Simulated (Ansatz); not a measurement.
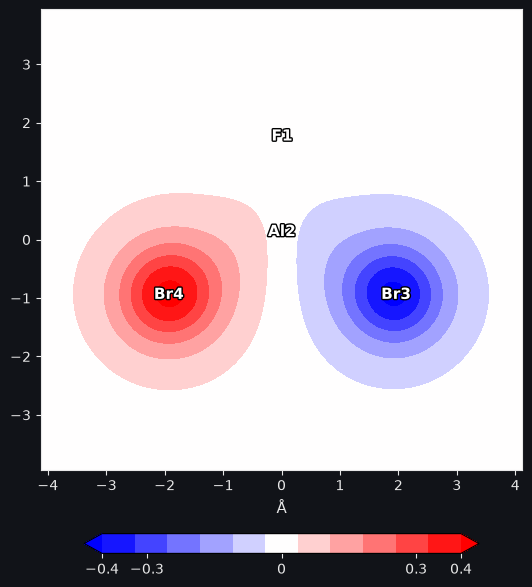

*AlBr2F (SMILES [F][Al]([Br])[Br]). The HOMO−1 on a plane 0.8 Å above the molecular plane (values in Å⁻³ᐟ²; the overall sign is arbitrary).*

Geometry: PBE0-D4/def2-TZVP.

Level of theory: RKS PBE0-D4/def2-TZVPP in Ansatz.

```yaml
atoms:
  - { symbol: F, position_ang: [0.0116, 0.5857, 1.6532] }
  - { symbol: Al, position_ang: [0.0136, 0.0289, 0.1168] }
  - { symbol: Br, position_ang: [1.4216, -1.5993, -0.4361] }
  - { symbol: Br, position_ang: [-1.3912, 0.9244, -1.3541] }
```

> Where does this orbital lie, and at what energy?

By Hirshfeld shares it lies mainly on Br4 (about 45 %) and Br3 (about 45 %); it changes sign across the molecular plane (π type). Its energy is −9.17 eV.
